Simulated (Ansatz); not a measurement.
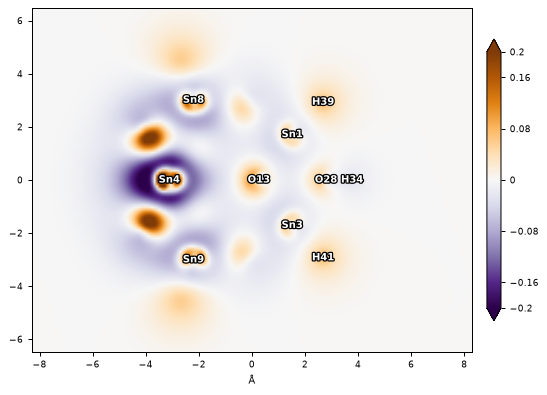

The picture shows: H₁₇O₂₀Sn₁₂ (charge +3). The LUMO on the plane of atoms Sn1, O28 and Sn3 (values in Å⁻³ᐟ²; the overall sign is arbitrary).

Geometry: r2SCAN-D4/def2-SVP; core potentials replace the inner electrons of Sn.

The calculation used RKS PBE0-D4/def2-SVP in Ansatz.

Input file:

```
crystal:
  periodic: [false, false, false]
  atoms:
    - {symbol: Sn, position_ang: [0.176955, 1.939151, 2.859147]}
    - {symbol: Sn, position_ang: [1.870339, 2.946717, 0.133143]}
    - {symbol: Sn, position_ang: [2.944429, 0.230384, 1.800999]}
    - {symbol: Sn, position_ang: [0.012457, 1.276194, -2.028478]}
    - {symbol: Sn, position_ang: [2.004933, -2.510455, 0.119332]}
    - {symbol: Sn, position_ang: [-2.590153, 0.326771, 1.876221]}
    - {symbol: Sn, position_ang: [-0.191587, -1.859856, 2.502285]}
    - {symbol: Sn, position_ang: [-2.105163, 2.759961, -0.243492]}
    - {symbol: Sn, position_ang: [2.760818, -0.244557, -2.103999]}
    - {symbol: Sn, position_ang: [-0.101112, -1.751027, -3.110021]}
    - {symbol: Sn, position_ang: [-1.877348, -2.975479, -0.105160]}
    - {symbol: Sn, position_ang: [-2.941337, 0.002630, -2.024049]}
    - {symbol: O, position_ang: [1.197819, 1.228224, 1.149301]}
    - {symbol: O, position_ang: [-0.789744, 0.045518, 2.934359]}
    - {symbol: O, position_ang: [-1.635762, 2.180776, 1.692106]}
    - {symbol: O, position_ang: [-0.111600, 2.853103, -0.711744]}
    - {symbol: O, position_ang: [1.984962, 1.558633, -1.513357]}
    - {symbol: O, position_ang: [1.750251, -1.522777, 1.963205]}
    - {symbol: O, position_ang: [3.116455, -0.753408, -0.124877]}
    - {symbol: O, position_ang: [-1.925071, 1.848305, -2.261658]}
    - {symbol: O, position_ang: [0.957695, 0.068373, -3.363882]}
    - {symbol: O, position_ang: [0.034060, -2.920821, 0.656591]}
    - {symbol: O, position_ang: [1.610937, -1.979115, -1.852147]}
    - {symbol: O, position_ang: [-2.043199, -1.638221, 1.450780]}
    - {symbol: O, position_ang: [-3.025773, 0.883777, -0.079361]}
    - {symbol: O, position_ang: [-0.910981, -0.568969, -1.463907]}
    - {symbol: O, position_ang: [1.027560, 3.673009, 1.933274]}
    - {symbol: O, position_ang: [1.991617, 1.029370, 3.546597]}
    - {symbol: O, position_ang: [3.619370, 2.072925, 0.942801]}
    - {symbol: O, position_ang: [-1.025564, -3.312767, -1.986449]}
    - {symbol: O, position_ang: [-1.979555, -0.901964, -3.720930]}
    - {symbol: O, position_ang: [-3.355341, -1.874414, -1.095998]}
    - {symbol: H, position_ang: [1.075447, 4.570743, 2.300597]}
    - {symbol: H, position_ang: [2.357939, 1.066150, 4.445240]}
    - {symbol: H, position_ang: [4.514733, 2.446690, 0.984432]}
    - {symbol: H, position_ang: [-1.164716, -4.179666, -2.405712]}
    - {symbol: H, position_ang: [-2.363591, -0.972085, -4.611820]}
    - {symbol: H, position_ang: [-4.224178, -2.290030, -1.233968]}
    - {symbol: H, position_ang: [-0.338069, 2.647312, 4.311514]}
    - {symbol: H, position_ang: [2.468841, 4.358905, -0.582353]}
    - {symbol: H, position_ang: [4.403457, -0.280374, 2.498477]}
    - {symbol: H, position_ang: [2.918360, -3.928790, 0.211990]}
    - {symbol: H, position_ang: [-3.973058, 0.326222, 2.846883]}
    - {symbol: H, position_ang: [-0.350739, -2.924262, 3.805004]}
    - {symbol: H, position_ang: [-3.044320, 4.153964, -0.364784]}
    - {symbol: H, position_ang: [4.117657, -0.268191, -3.103204]}
    - {symbol: H, position_ang: [0.271787, -2.666230, -4.488636]}
    - {symbol: H, position_ang: [-2.634057, -4.442289, 0.284748]}
    - {symbol: H, position_ang: [-4.486871, 0.271970, -2.669050]}
basis:
  gaussian: {orbitals: def2-SVP, fitting: {mean_field: def2-universal-jkfit}, initial_orbitals: start.molden}
total_charge: 3
hamiltonian: {xc: pbe0, dispersion: d4}
scf: {omitted_lower_state_checks: [starts]}
output: {orbitals: {seedname: orbitals}}
```

Launched as:

```sh
ansatz run in.yaml --threads 4 --pin off --events-out ev --progress --plain --max-ram 46080MiB --backend cuda --devices 0, --max-vram 37GiB
```

Question: Describe this orbital and give its energy.

Answer: No atom holds more than about 30 % of it (Hirshfeld); by element the shares are Sn 50 %, O 35 % and H 10 %. Its energy is −10.86 eV.
